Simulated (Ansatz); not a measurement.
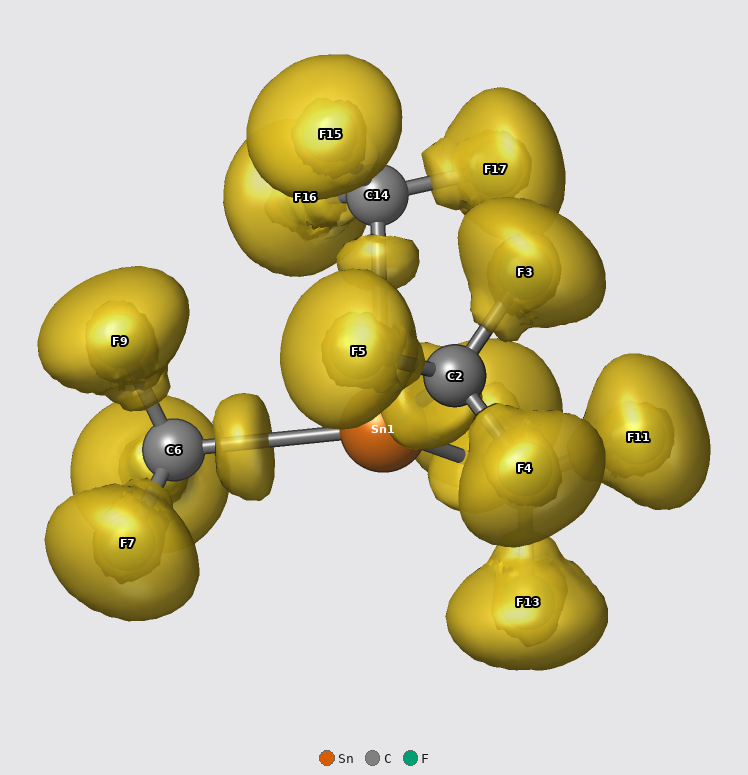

Figure. C4F12Sn (charge +1, doublet). Isosurface of the ELF at 0.75 (yellow), seen from one side. Only the valence region is drawn (cores and ρ < 0.01 e/Å³ removed).

Geometry: r2SCAN-D4/def2-SVP; core potentials replace the inner electrons of Sn.

Method: UKS PBE0-D4/def2-SVP (Ansatz 0.2.0).

```xyz
17

Sn    0.3170    0.4878    0.2108
C     0.0151   -0.1371    2.3547
F    -1.1556   -0.7700    2.4081
F    -0.0145    0.9283    3.1361
F     0.9828   -0.9552    2.7324
C     2.1776   -0.1455   -0.8967
F     3.2489    0.3703   -0.3216
F     2.1009    0.2446   -2.1578
F     2.2256   -1.4748   -0.8389
C    -1.1540    1.9117   -0.7317
F    -2.2598    1.9363   -0.0025
F    -1.4296    1.4500   -1.9489
F    -0.6333    3.1231   -0.8136
C    -0.9866   -1.5582   -0.6995
F    -0.5712   -2.5476    0.0257
F    -0.6351   -1.6232   -1.9452
F    -2.2284   -1.2405   -0.5112
```

### Where are the electrons localised?

The surface consists of four lobes of the valence shell of C pointing towards Sn (polar bonds) and twelve regions on F in which the atom's valence shell and bonds are merged. Along the contacts the grid gives the following. C–F (1.30 Å): the ELF peaks at about 0.85 between the atoms, as expected for a polar covalent bond. C–Sn (2.25 Å): the ELF peaks at about 0.95 in the valence shell of C, 0.7 Å from its nucleus, and drops to about 0.20 between the two atoms.
